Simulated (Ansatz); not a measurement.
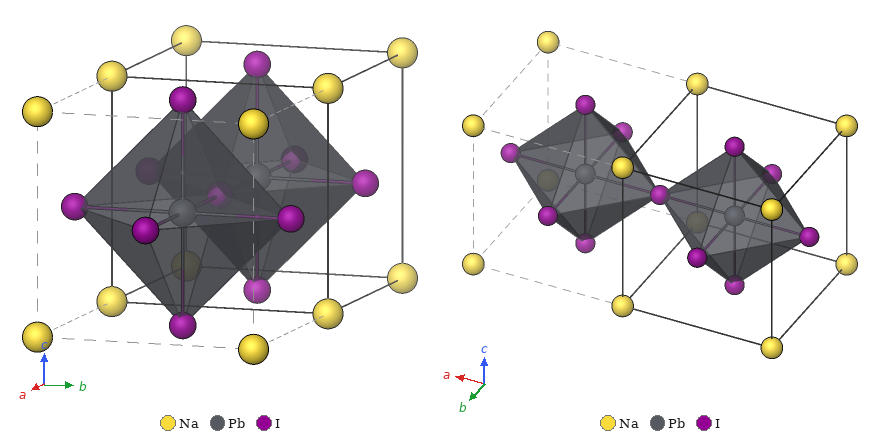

Polyhedra are drawn about Pb (bonds: I–Pb below 3.5 Å); other atoms are plain spheres. Two views of the same piece.

System NaPbI₃ (space group Pm-3m, No. 221); source of the atomic positions: coordinates from a relaxation with DFT, PBEsol, plane waves, PAW (Ansatz 0.2.0); the starting structure was generated, so it need not be a known form of this composition.

What figure surrounds each Pb atom, and what does it share with the other drawn polyhedra?

Answer. Pb: PbI6 octahedron, sharing corners with six neighbours.

How do these polyhedra hang together as a whole?

Answer. They form a three-dimensional framework of corner-sharing octahedra.

How far apart are the centres of linked polyhedra?

Answer. Centre to centre across a shared corner: 6.22 Å.
